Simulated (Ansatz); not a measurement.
Start from LuAgSe2 (space group R-3m, No. 166; a = 4.035 Å, c = 18.981 Å (hexagonal axes); a hypothetical phase, not in the database extracts checked). Axes: x lies along a and z along c of the hexagonal cell.

The change: a pure shear with ε_xy = ε_yx = 0.0145; the atoms relax in the strained cell.

Method: DFT with PBEsol, PAW potentials and a 420 eV plane-wave cutoff in Ansatz (a program for electronic structure), no spin-orbit coupling.

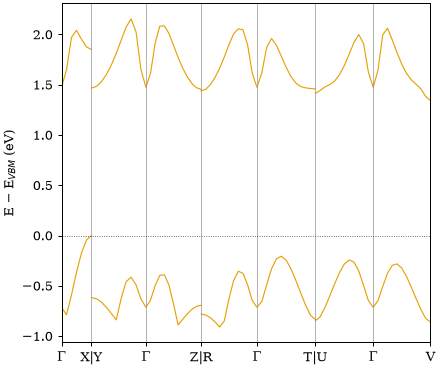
Figure. Highest valence and lowest conduction band along the path of the changed cell's own zone

Task: From the figure, how large is the changed gap, and is it direct?

Result: About 1.34 eV, indirect, X → V.

Whether these cells are dynamically stable was not tested. k-point labels follow each cell's own Brillouin zone.
